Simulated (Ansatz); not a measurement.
# Resistivity from frozen vibrations: Rh(111) with 4 thermally displaced layers, 2x2, part 2 of 2

Wanted: the phonon-limited resistivity of Rh at 180 K by the Landauer route.

Ansatz 0.2.0; Ansatz plane-wave DFT, PBE, PAW files; ballistic transport by layer matching (Landauer), zero bias; PAW set soft_1.

So far. Step 2 (With 4 displaced layers): Over the solved energies the transmission per spin lies between 6.47 and 6.70, out of 7 channels of the lead on average (up to 7.2).

**3. With 8 displaced layers**

System of this step: Rh(111) with 8 thermally displaced layers, 2x2. The cell holds 56 atoms: 56 Rh. Its edges and angles: a = 5.378 Å, b = 5.378 Å, c = 30.779 Å, α = 87.5°, β = 92.5°, γ = 120.0°. It derives from Rh. Regions: lead, 24 atoms (24 Rh); scattering region, 32 atoms (32 Rh). The structure is stacked along c, and the current runs across the ab planes.

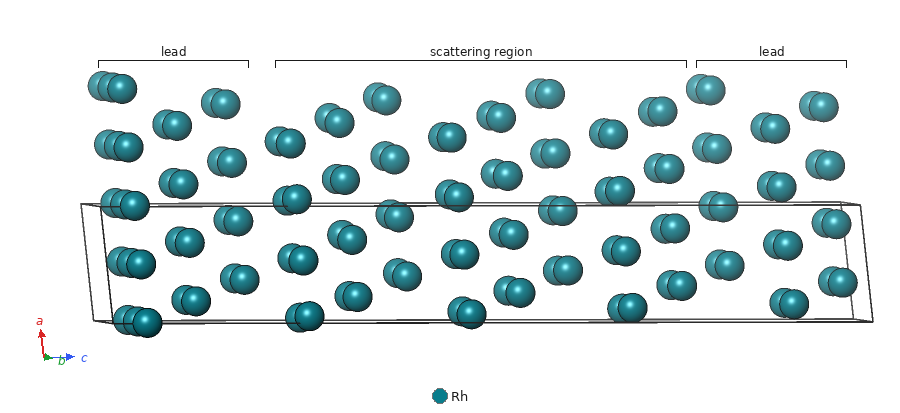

The cell of this step (rhodium blue). 2×1×1 cells are drawn. Some periodic images of atoms are drawn too.

Contents of input.yaml:

```yaml
crystal:
  lattice:
    - [5.3783955991, 0.0, 0.0]
    - [-2.6891977995, 4.6578272204, 0.0]
    - [-1.3445988998, 0.7763045367, 30.7400913226]
  atoms:
    - { symbol: Rh, position: [0.005952381, 0.994047619, 0.0357142857] }
    - { symbol: Rh, position: [0.005952381, 0.494047619, 0.0357142857] }
    - { symbol: Rh, position: [0.505952381, 0.994047619, 0.0357142857] }
    - { symbol: Rh, position: [0.505952381, 0.494047619, 0.0357142857] }
    - { symbol: Rh, position: [0.1845238095, 0.3154761905, 0.1071428571] }
    - { symbol: Rh, position: [0.1845238095, 0.8154761905, 0.1071428571] }
    - { symbol: Rh, position: [0.6845238095, 0.3154761905, 0.1071428571] }
    - { symbol: Rh, position: [0.6845238095, 0.8154761905, 0.1071428571] }
    - { symbol: Rh, position: [0.3630952381, 0.1369047619, 0.1785714286] }
    - { symbol: Rh, position: [0.3630952381, 0.6369047619, 0.1785714286] }
    - { symbol: Rh, position: [0.8630952381, 0.1369047619, 0.1785714286] }
    - { symbol: Rh, position: [0.8630952381, 0.6369047619, 0.1785714286] }
    - { symbol: Rh, position: [0.0589650981, 0.968479156, 0.2504206559] }
    - { symbol: Rh, position: [0.0336492828, 0.4581699486, 0.2507727061] }
    - { symbol: Rh, position: [0.5346183306, 0.9613183746, 0.2505059726] }
    - { symbol: Rh, position: [0.5416202223, 0.4492647295, 0.2492211407] }
    - { symbol: Rh, position: [0.2130996309, 0.2703334789, 0.3234759004] }
    - { symbol: Rh, position: [0.2181289132, 0.782368118, 0.3211242177] }
    - { symbol: Rh, position: [0.7361434176, 0.2898944273, 0.3221740613] }
    - { symbol: Rh, position: [0.7057503639, 0.7800319514, 0.3222333066] }
    - { symbol: Rh, position: [0.4035210307, 0.0960330434, 0.3950017477] }
    - { symbol: Rh, position: [0.3875404362, 0.595868189, 0.3939577467] }
    - { symbol: Rh, position: [0.9069539673, 0.1167083924, 0.39307904] }
    - { symbol: Rh, position: [0.8928692182, 0.59847156, 0.3915728055] }
    - { symbol: Rh, position: [0.0713480382, 0.9274021722, 0.4649697775] }
    - { symbol: Rh, position: [0.0834904081, 0.4164257901, 0.4662738841] }
    - { symbol: Rh, position: [0.5814777973, 0.9349341997, 0.4637763022] }
    - { symbol: Rh, position: [0.5736055785, 0.4243570736, 0.4654997897] }
    - { symbol: Rh, position: [0.2544982058, 0.239762254, 0.5341355984] }
    - { symbol: Rh, position: [0.2486703816, 0.7477583806, 0.5368792309] }
    - { symbol: Rh, position: [0.7508454544, 0.2355305151, 0.536741903] }
    - { symbol: Rh, position: [0.7446908482, 0.7383865659, 0.5364452569] }
    - { symbol: Rh, position: [0.4207727487, 0.0685916737, 0.6064582348] }
    - { symbol: Rh, position: [0.4350045993, 0.5648484793, 0.6073807566] }
    - { symbol: Rh, position: [0.9365269908, 0.0593062935, 0.608815429] }
    - { symbol: Rh, position: [0.9429141897, 0.57180192, 0.6085139643] }
    - { symbol: Rh, position: [0.1216869729, 0.8934468676, 0.6786604063] }
    - { symbol: Rh, position: [0.1028212441, 0.3860066704, 0.6776656687] }
    - { symbol: Rh, position: [0.6044161707, 0.8890239992, 0.6779022155] }
    - { symbol: Rh, position: [0.6021688692, 0.3787499093, 0.6788873698] }
    - { symbol: Rh, position: [0.2992134025, 0.2186091197, 0.7499836217] }
    - { symbol: Rh, position: [0.304347702, 0.7190007117, 0.7513538065] }
    - { symbol: Rh, position: [0.7805932006, 0.2178113157, 0.7503997509] }
    - { symbol: Rh, position: [0.7960345189, 0.7111419984, 0.7504505256] }
    - { symbol: Rh, position: [0.4702380952, 0.0297619048, 0.8214285714] }
    - { symbol: Rh, position: [0.4702380952, 0.5297619048, 0.8214285714] }
    - { symbol: Rh, position: [0.9702380952, 0.0297619048, 0.8214285714] }
    - { symbol: Rh, position: [0.9702380952, 0.5297619048, 0.8214285714] }
    - { symbol: Rh, position: [0.1488095238, 0.8511904762, 0.8928571429] }
    - { symbol: Rh, position: [0.1488095238, 0.3511904762, 0.8928571429] }
    - { symbol: Rh, position: [0.6488095238, 0.8511904762, 0.8928571429] }
    - { symbol: Rh, position: [0.6488095238, 0.3511904762, 0.8928571429] }
    - { symbol: Rh, position: [0.3273809524, 0.1726190476, 0.9642857143] }
    - { symbol: Rh, position: [0.3273809524, 0.6726190476, 0.9642857143] }
    - { symbol: Rh, position: [0.8273809524, 0.1726190476, 0.9642857143] }
    - { symbol: Rh, position: [0.8273809524, 0.6726190476, 0.9642857143] }
kpoints:
  mp_grid: { grid: [5, 5, 1] }
hamiltonian:
  xc: pbe
  pseudopotentials: { kind: paw, azcp: { folder: soft_1 } }
scf:
  occupations: { method: fermi_dirac, width: 0.1 }
output:
  transmission:
    leads: [[0, 4]]
    kmesh: [10, 10]
    e_range: [-0.05, 0.05]
    de: 0.05
  write_potential: true
  write_density: true
  volumetric_format: npy
```

On the command line:

```console
ansatz run input.yaml --threads 4 --pin off --max-ram 15360MiB --backend cpu --events-out ev --progress --plain --runs-dir out
```

Numbers of over 12 decimals in the logs are rounded to 6 here.

What it wrote:

```text
[...]
Crystal: 56 atoms, lattice volume = 770.090 Å³
Basis set: ecut = 420 eV, 14937 PW (Γ)
Bands: 572, of which v1, the nominal top of the filled ones, is band 476 counted from 1 (475 counted from 0)
Symmetry: 1 space group operations
[...]
k-points: 13 of 25 (time reversal used)
[...]
SCF iter   1: F=—  HF=-358590.839416 eV  |F-HF|=—  |Δ(HF+E_count)|=         —  Δρ=1.10e-1  dr2=8.65e1  ethr=3.10e-3  ⟨swp⟩=4.5  Hψ=21092  notcnv=0  defer=85
[...]
SCF iter   9: F=-358564.863718 eV  HF=-358564.863718 eV  |F-HF|=3.96e-8  |Δ(HF+E_count)|=   3.84e-9  Δρ=1.41e-6  dr2=4.42e-8  ethr=1.05e-11  ⟨swp⟩=7.7  Hψ=18862  notcnv=0
SCF 1 converged in 9 iterations: F = -358564.863718 eV  dr2 = 4.42e-8
[...]
transmission: 288 of 2860 steps passed
transmission: 572 of 2860 steps passed
[...]
transmission: 2860 of 2860 steps passed
SCF converged after 9 iterations
Free energy (F): -358564.863718 eV
[...]
Internal energy: -358562.349870 eV  (E = F + TS)
E sigma→0 (E₀):  -358563.606794 eV
Entropy (-TS):   -2.513848 eV (-44.890 meV/atom)
Fermi energy:    22.417220 eV
[...]
--- Band table (eV; the first three rows and the last of 13) ---
  k-point 0: bands = [... 472 lower, 22.9761, 22.9793, 22.9820, 22.9843, 22.9884, 22.9899, 22.9973, 23.0023, ... 92 higher]
  k-point 1: bands = [... 472 lower, 22.6215, 22.6374, 22.6491, 22.6549, 22.6634, 22.6755, 22.6953, 22.7174, ... 92 higher]
  k-point 2: bands = [... 472 lower, 21.8703, 21.8984, 21.9399, 21.9727, 22.0292, 22.0699, 22.1102, 22.1433, ... 92 higher]
  k-point 12: bands = [... 472 lower, 22.3859, 22.3887, 22.3965, 22.4134, 22.4295, 22.4425, 22.4744, 22.4811, ... 92 higher]
--- Transmission ---
  basis      : 211 plane waves across, 55 finite elements along
  points     : 52, standing for a mesh of 10 x 10
[...]
channels       : 7.200000e0 a spin
[...]
junction   : crystal 0 to crystal 0, 0.70 to 29.24 Å
    transmission   : 6.247999e0 a spin
[...]
```

The job ended after 15 min (4 threads of Arm Neoverse V1, shared host; peak memory 8.6 GiB).

Numbers from this step:

```
free energy                                   : -358564.8637 eV
energy at zero smearing                       : -358563.6068 eV
Fermi energy                                  : 22.42 eV
transmission per spin nearest the Fermi level : 6.248
step of the lead's potential                  : 2.5 meV
```

Per spin. Table of transmission, zone mean by energy, zero at the Fermi level:

```tsv
energy (eV)	transmission, zone mean
-0.0500	6.07
0.0000	6.25
0.0500	6.24
```

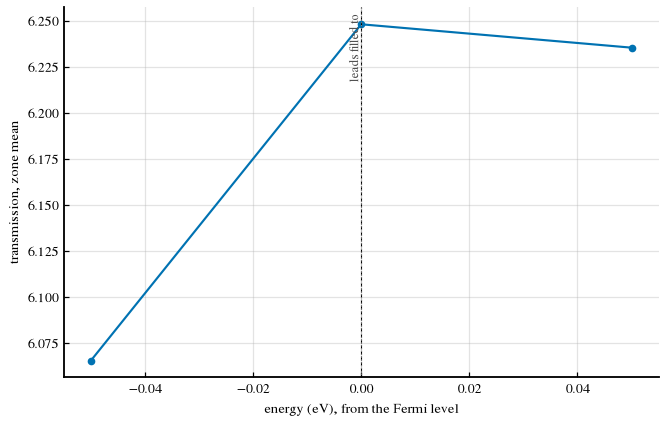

Transmission, zone mean, plotted against energy.

Over the solved energies the transmission per spin lies between 6.07 and 6.25, out of 7 channels of the lead on average (up to 7.2).

**4. With 12 displaced layers**

System of this step: Rh(111) with 12 thermally displaced layers, 2x2. The cell holds 72 atoms: 72 Rh. Its edges and angles: a = 5.378 Å, b = 5.378 Å, c = 39.523 Å, α = 90.0°, β = 90.0°, γ = 120.0°. It derives from Rh. Regions: lead, 24 atoms (24 Rh); scattering region, 48 atoms (48 Rh). The structure is stacked along c, and the current runs across the ab planes.

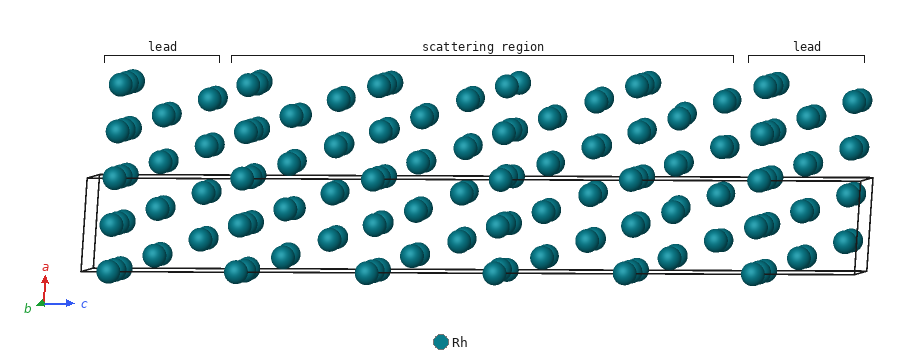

The cell of this step (rhodium blue). 2×1×1 cells are drawn. Some periodic images of atoms are drawn too.

Contents of input.yaml:

```yaml
crystal:
  lattice:
    - [5.3783955991, 0.0, 0.0]
    - [-2.6891977995, 4.6578272204, 0.0]
    - [0.0, 0.0, 39.5229745576]
  atoms:
    - { symbol: Rh, position: [0.0, 0.0, 0.0277777778] }
    - { symbol: Rh, position: [0.0, 0.5, 0.0277777778] }
    - { symbol: Rh, position: [0.5, 0.0, 0.0277777778] }
    - { symbol: Rh, position: [0.5, 0.5, 0.0277777778] }
    - { symbol: Rh, position: [0.1666666667, 0.3333333333, 0.0833333333] }
    - { symbol: Rh, position: [0.1666666667, 0.8333333333, 0.0833333333] }
    - { symbol: Rh, position: [0.6666666667, 0.3333333333, 0.0833333333] }
    - { symbol: Rh, position: [0.6666666667, 0.8333333333, 0.0833333333] }
    - { symbol: Rh, position: [0.3333333333, 0.1666666667, 0.1388888889] }
    - { symbol: Rh, position: [0.3333333333, 0.6666666667, 0.1388888889] }
    - { symbol: Rh, position: [0.8333333333, 0.1666666667, 0.1388888889] }
    - { symbol: Rh, position: [0.8333333333, 0.6666666667, 0.1388888889] }
    - { symbol: Rh, position: [0.0007547865, 0.9972119052, 0.1927035239] }
    - { symbol: Rh, position: [0.9961455274, 0.4937564852, 0.195433319] }
    - { symbol: Rh, position: [0.498381571, 0.0006484496, 0.1936666421] }
    - { symbol: Rh, position: [0.4965200324, 0.4999104094, 0.1930846042] }
    - { symbol: Rh, position: [0.1682775091, 0.3325093475, 0.2489144901] }
    - { symbol: Rh, position: [0.1525254793, 0.8373188026, 0.249727566] }
    - { symbol: Rh, position: [0.6621838339, 0.3314988472, 0.2516629584] }
    - { symbol: Rh, position: [0.6666680706, 0.8340062053, 0.2486386056] }
    - { symbol: Rh, position: [0.3479792718, 0.173793857, 0.3065323195] }
    - { symbol: Rh, position: [0.3372144068, 0.6737873846, 0.3058951522] }
    - { symbol: Rh, position: [0.836867385, 0.1654844079, 0.3042062317] }
    - { symbol: Rh, position: [0.8327393349, 0.6516355972, 0.3053358969] }
    - { symbol: Rh, position: [0.9945735407, 0.9918988991, 0.3616724168] }
    - { symbol: Rh, position: [0.996955467, 0.4966063384, 0.361587019] }
    - { symbol: Rh, position: [0.5021887591, 0.0107898139, 0.3614328633] }
    - { symbol: Rh, position: [0.489257285, 0.4848966452, 0.3599138813] }
    - { symbol: Rh, position: [0.1737816847, 0.332940233, 0.4164074696] }
    - { symbol: Rh, position: [0.1727396019, 0.8233695132, 0.4161305051] }
    - { symbol: Rh, position: [0.6657647503, 0.3378880931, 0.4160592095] }
    - { symbol: Rh, position: [0.6563054207, 0.8208642815, 0.4173343759] }
    - { symbol: Rh, position: [0.3369062875, 0.1629660975, 0.4723717577] }
    - { symbol: Rh, position: [0.3228045995, 0.6630015482, 0.4734837171] }
    - { symbol: Rh, position: [0.8432200838, 0.184613932, 0.4715015583] }
    - { symbol: Rh, position: [0.8364777909, 0.6651479468, 0.4727402206] }
    - { symbol: Rh, position: [0.9977717488, 0.9956405252, 0.5269834867] }
    - { symbol: Rh, position: [0.0203261055, 0.4993991715, 0.5259315531] }
    - { symbol: Rh, position: [0.4982701501, 0.0052671188, 0.527320027] }
    - { symbol: Rh, position: [0.5130456876, 0.5077867867, 0.5276383139] }
    - { symbol: Rh, position: [0.1595871455, 0.3255278818, 0.5826925237] }
    - { symbol: Rh, position: [0.1614341826, 0.8426892723, 0.5847895977] }
    - { symbol: Rh, position: [0.6536263479, 0.324153835, 0.5817142854] }
    - { symbol: Rh, position: [0.6481171582, 0.8092028227, 0.5822875929] }
    - { symbol: Rh, position: [0.34071561, 0.1639814283, 0.6396712488] }
    - { symbol: Rh, position: [0.3368824022, 0.6803438059, 0.6390712702] }
    - { symbol: Rh, position: [0.8406772579, 0.1864942961, 0.6385918394] }
    - { symbol: Rh, position: [0.8259018841, 0.6682351352, 0.638853336] }
    - { symbol: Rh, position: [0.0035939158, 0.9928406034, 0.6951811516] }
    - { symbol: Rh, position: [0.0031434482, 0.4948133006, 0.6945938921] }
    - { symbol: Rh, position: [0.5035224841, 0.0182226044, 0.6937998145] }
    - { symbol: Rh, position: [0.4928121792, 0.4917204034, 0.6941275753] }
    - { symbol: Rh, position: [0.1696092893, 0.3392976396, 0.749441108] }
    - { symbol: Rh, position: [0.1599151315, 0.8223298222, 0.7492425248] }
    - { symbol: Rh, position: [0.6892504142, 0.3414218735, 0.7492846172] }
    - { symbol: Rh, position: [0.6538801924, 0.8257548532, 0.7499801423] }
    - { symbol: Rh, position: [0.3306758069, 0.160884357, 0.8043777146] }
    - { symbol: Rh, position: [0.3446566539, 0.67017543, 0.8052126438] }
    - { symbol: Rh, position: [0.8297921147, 0.1625531911, 0.802867647] }
    - { symbol: Rh, position: [0.8299533608, 0.6583505101, 0.8046376121] }
    - { symbol: Rh, position: [0.0, 0.0, 0.8611111111] }
    - { symbol: Rh, position: [0.0, 0.5, 0.8611111111] }
    - { symbol: Rh, position: [0.5, 0.0, 0.8611111111] }
    - { symbol: Rh, position: [0.5, 0.5, 0.8611111111] }
    - { symbol: Rh, position: [0.1666666667, 0.3333333333, 0.9166666667] }
    - { symbol: Rh, position: [0.1666666667, 0.8333333333, 0.9166666667] }
    - { symbol: Rh, position: [0.6666666667, 0.3333333333, 0.9166666667] }
    - { symbol: Rh, position: [0.6666666667, 0.8333333333, 0.9166666667] }
    - { symbol: Rh, position: [0.3333333333, 0.1666666667, 0.9722222222] }
    - { symbol: Rh, position: [0.3333333333, 0.6666666667, 0.9722222222] }
    - { symbol: Rh, position: [0.8333333333, 0.1666666667, 0.9722222222] }
    - { symbol: Rh, position: [0.8333333333, 0.6666666667, 0.9722222222] }
kpoints:
  mp_grid: { grid: [5, 5, 1] }
hamiltonian:
  xc: pbe
  pseudopotentials: { kind: paw, azcp: { folder: soft_1 } }
scf:
  occupations: { method: fermi_dirac, width: 0.1 }
output:
  transmission:
    leads: [[0, 4]]
    kmesh: [10, 10]
    e_range: [-0.05, 0.05]
    de: 0.05
  write_potential: true
  write_density: true
  volumetric_format: npy
```

What it wrote:

```text
[...]
Crystal: 72 atoms, lattice volume = 990.115 Å³
Basis set: ecut = 420 eV, 19231 PW (Γ)
Bands: 735, of which v1, the nominal top of the filled ones, is band 612 counted from 1 (611 counted from 0)
Symmetry: 1 space group operations
[...]
k-points: 13 of 25 (time reversal used)
[...]
SCF iter   1: F=—  HF=-461044.996791 eV  |F-HF|=—  |Δ(HF+E_count)|=         —  Δρ=1.10e-1  dr2=1.11e2  ethr=3.10e-3  ⟨swp⟩=4.5  Hψ=26882  notcnv=0  defer=108
[...]
SCF iter   9: F=-461011.706700 eV  HF=-461011.706700 eV  |F-HF|=7.37e-8  |Δ(HF+E_count)|=   1.39e-8  Δρ=1.43e-6  dr2=7.98e-8  ethr=8.17e-12  ⟨swp⟩=7.7  Hψ=23888  notcnv=0
SCF 1 converged in 9 iterations: F = -461011.706700 eV  dr2 = 7.98e-8
[...]
transmission: 366 of 3640 steps passed
transmission: 728 of 3640 steps passed
[...]
transmission: 3640 of 3640 steps passed
SCF converged after 9 iterations
Free energy (F): -461011.706700 eV
[...]
Internal energy: -461008.534139 eV  (E = F + TS)
E sigma→0 (E₀):  -461010.120420 eV
Entropy (-TS):   -3.172560 eV (-44.063 meV/atom)
Fermi energy:    22.421287 eV
[...]
--- Band table (eV; the first three rows and the last of 13) ---
  k-point 0: bands = [... 608 lower, 22.9705, 22.9748, 22.9771, 22.9772, 22.9807, 22.9854, 22.9879, 22.9911, ... 119 higher]
  k-point 1: bands = [... 608 lower, 22.6341, 22.6370, 22.6456, 22.6585, 22.6602, 22.6694, 22.6779, 22.6852, ... 119 higher]
  k-point 2: bands = [... 608 lower, 21.9188, 21.9434, 21.9590, 21.9895, 22.0154, 22.0262, 22.0583, 22.0646, ... 119 higher]
  k-point 12: bands = [... 608 lower, 22.4007, 22.4099, 22.4190, 22.4299, 22.4391, 22.4505, 22.4566, 22.4690, ... 119 higher]
--- Transmission ---
  basis      : 211 plane waves across, 70 finite elements along
  points     : 52, standing for a mesh of 10 x 10
[...]
channels       : 7.200000e0 a spin
[...]
junction   : crystal 0 to crystal 0, 0.70 to 38.03 Å
    transmission   : 5.788200e0 a spin
[...]
```

Run time: 24 min. Hardware: 4 threads; peak memory 7.4 GiB.

This step gave:

| Property | Result |
| --- | --- |
| free energy | -461011.7067 eV |
| energy at zero smearing | -461010.1204 eV |
| transmission per spin nearest the Fermi level | 5.788 |
| step of the lead's potential | 3.8 meV |

Per spin. The transmission, zone mean by energy, zero at the Fermi level:

```tsv
energy (eV)	transmission, zone mean
-0.0500	5.65
0.0000	5.79
0.0500	5.85
```

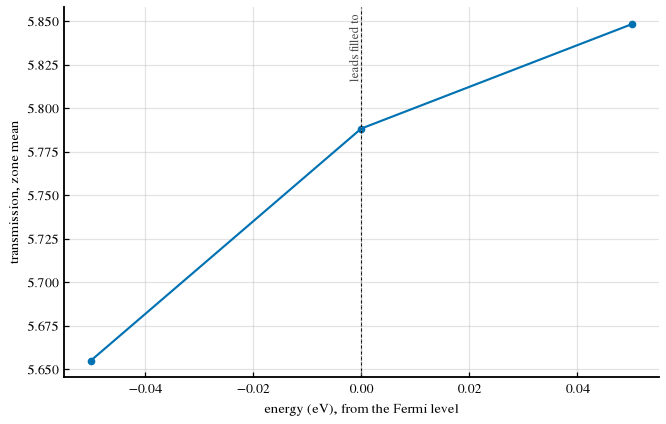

Transmission, zone mean against energy.

Over the solved energies the transmission per spin lies between 5.65 and 5.85, out of 7 channels of the lead on average (up to 7.2).

**5. The fit**

This step: Ansatz plane-wave DFT, PBE, PAW files; ballistic transport by layer matching (Landauer), zero bias; resistivity from the slope of the area resistance; PAW set soft_1 (Ansatz 0.2.0).

Numbers from this step:

```
resistivity           : 4.104 µΩ cm
intercept             : -0.009735 fΩ m²
scatter about the fit : 9.35e-4 fΩ m²
```

Resistance, by row:

```tsv
run	length (Å)	T	channels N	RA (fΩ m²)
n4	8.783	6.614	7	0.02697
n8	17.57	6.183	7	0.06104
n12	26.35	5.764	7	0.09907
```

The area resistance by length of the displaced region:

```tsv
length of the displaced region (Å)	area resistance (fΩ m²)
8.78	0.0270
17.57	0.0610
26.35	0.0991
```

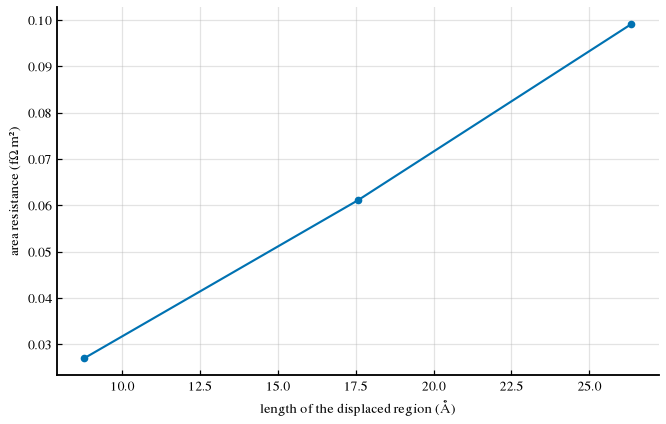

Area resistance, plotted against length of the displaced region.

The area resistance goes from 0.027 to 0.099 fΩ m² between 8.8 and 26.3 Å, a slope of 4.1 µΩ cm.

By hand from the end points: (0.09907 − 0.02697) fΩ m² / (26.35 − 8.78) Å = 4.1 µΩ cm, since 1 fΩ m² per Å is 1000 µΩ cm.

**6. Results**

```json
{
  "resistivity from the slope": "4.10 µΩ cm",
  "area resistance over 8.78 Å": "0.0270 fΩ m²",
  "area resistance over 17.6 Å": "0.0610 fΩ m²",
  "area resistance over 26.3 Å": "0.0991 fΩ m²"
}
```

In words: The slope gives 4.1 µΩ cm. The points scatter by 9.3e-4 fΩ m² about the line, with one random draw a length in a 2x2 cell, so the slope is a rough value. The mean square of the displacements drawn is 0.78, 0.99 and 1.2 of the nominal one at the three lengths; with each resistance scaled back by that, the slope is 2.8 µΩ cm, the value used below. Read with a model of isotropic scattering on a spherical Fermi surface and the lead's 2.2×10¹⁵ S/m², this slope means a mean free path near 142 Å; over these lengths the model's slope is 1.16 times its bulk resistivity, which would be 2.4 µΩ cm. Uncorrelated displacements put too much weight on short waves, which scatter strongly; with the sideways repeat of a small cell, one draw and three short lengths, the method is good to a factor of two or three.

[Logs are printed without paths, hosts, clocks, repeated set-up lines and the standing remarks that a program may print on its own settings, such as how far it seeks lower states.]

[Hosts, paths, dates, database ids (printed as entryN), source tags and the programs' standing remarks are cut or masked in the printed files.]
